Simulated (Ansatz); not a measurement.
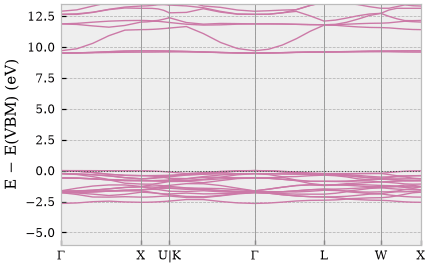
Band structure from DFT-HSE06 in the program Ansatz with PAW potentials

Problem. Read off the gap and where the band edges lie.

Solution. About 9.5 eV (9.50 eV among the points solved); maximum at Γ, minimum at Γ.

The material is K₂LiScF₆ in space group Fm-3m (No. 225; K on 8c, Li on 4b, Sc on 4a, F on 24e).

The workflow started from a Materials Project entry (that database holds measured and hypothetical structures alike); the Crystallography Open Database copy checked does not list it. Its standing as an ambient phase is unchecked. Symmetry was held in the HSE06 relaxation; whether a distortion lowers the energy is not shown. The run is not spin-polarised. The hybrid was solved on a coarse mesh, the path and, where they were found, the r²SCAN edge points; its band edges are the extreme levels among these.

Potentials: the later of the program's two PAW sets.
